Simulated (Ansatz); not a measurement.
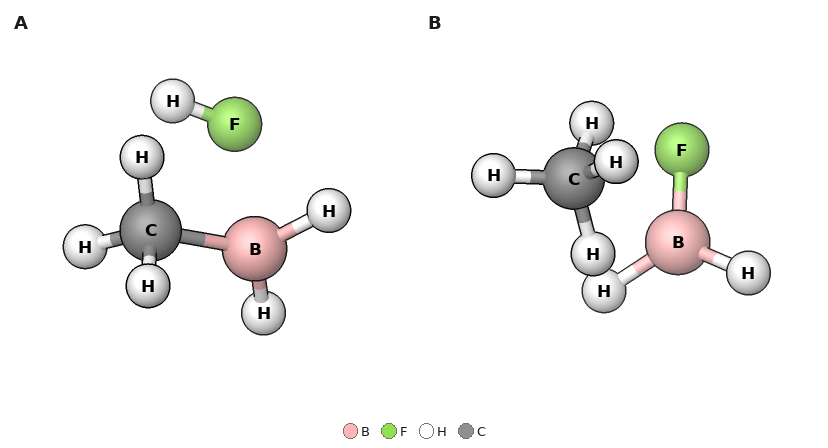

2 stationary structures of one formula. Geometries: PBE0-D4/def2-TZVP. Electronic energies: CCSD(T)/CBS (MP2 limit from def2-TZVPP and def2-QZVPP plus CCSD(T) − MP2) (Ansatz 0.2.0), without zero-point energy. Each is one conformer, not always the lowest.

Question: Which is lowest in energy, and by how much?

Answer: B is lowest (a saddle point of order 1); A lies 33.0 kcal/mol above it (a minimum).

Give E(B) − E(A) in kcal/mol at these levels too: ωB97X-V/def2-TZVPP; PBE0-D4/def2-SVP; r2SCAN-D4/def2-TZVPP; r2SCAN0-D4/def2-TZVPP; direct RPA on PBE orbitals (frozen core)/def2-TZVPP; BLYP-D4/def2-TZVPP; ωB97M-V/def2-TZVPP; RHF-MP2 (frozen core)/def2-QZVPP.

| level | E(B) − E(A) (kcal/mol) |
| --- | --- |
| ωB97X-V/def2-TZVPP | −33.3 |
| PBE0-D4/def2-SVP | +10.5 |
| r2SCAN-D4/def2-TZVPP | −32.9 |
| r2SCAN0-D4/def2-TZVPP | −32.8 |
| direct RPA on PBE orbitals (frozen core)/def2-TZVPP | −34.4 |
| BLYP-D4/def2-TZVPP | −34.8 |
| ωB97M-V/def2-TZVPP | −32.9 |
| RHF-MP2 (frozen core)/def2-QZVPP | −33.0 |
